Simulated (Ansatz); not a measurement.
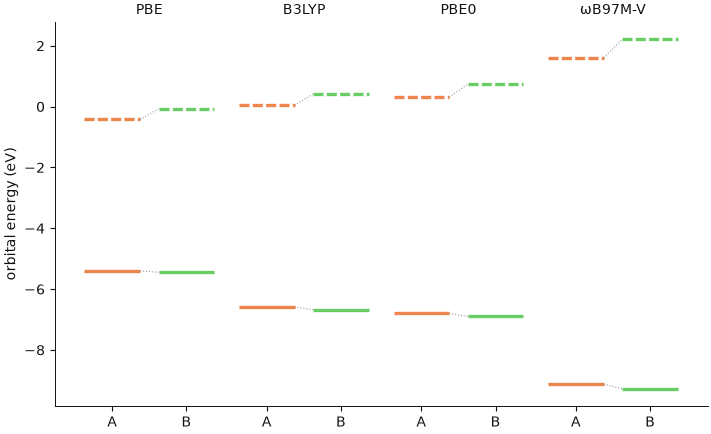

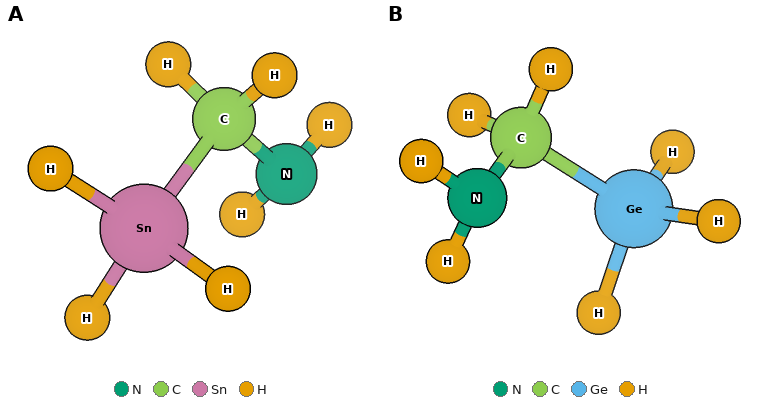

One change: A, CH₇NSn (SMILES N[CH2][SnH3]), becomes B, CH₇GeN (SMILES N[CH2][GeH3]). SnH₃ on C is replaced by GeH₃. HOMO (solid) and LUMO (dashed) computed in def2-TZVPP at PBE0-D4/def2-TZVP geometries, both minima by their frequencies, gas phase, the Ansatz code 0.2.0. Empty levels above zero depend strongly on the basis.

**What does the change do to HOMO and LUMO?**

PBE: the HOMO falls by 0.04 eV, the LUMO rises by 0.35 eV, and the separation goes from 4.98 to 5.37 eV. B3LYP: the HOMO falls by 0.09 eV, the LUMO rises by 0.37 eV, and the separation goes from 6.63 to 7.09 eV. PBE0: the HOMO falls by 0.10 eV, the LUMO rises by 0.42 eV, and the separation goes from 7.11 to 7.63 eV. ωB97M-V: the HOMO falls by 0.15 eV, the LUMO rises by 0.61 eV, and the separation goes from 10.73 to 11.49 eV.

**Do the functionals agree on the effect?**

They agree on the direction for both levels; the HOMO shift lies between −0.15 and −0.04 eV and the LUMO shift between 0.35 and 0.61 eV, while the separations themselves differ by up to 6.1 eV between functionals.

Known limits of this run: core potentials past krypton; spin-orbit coupling is left out, and with Sn it can shift these values.
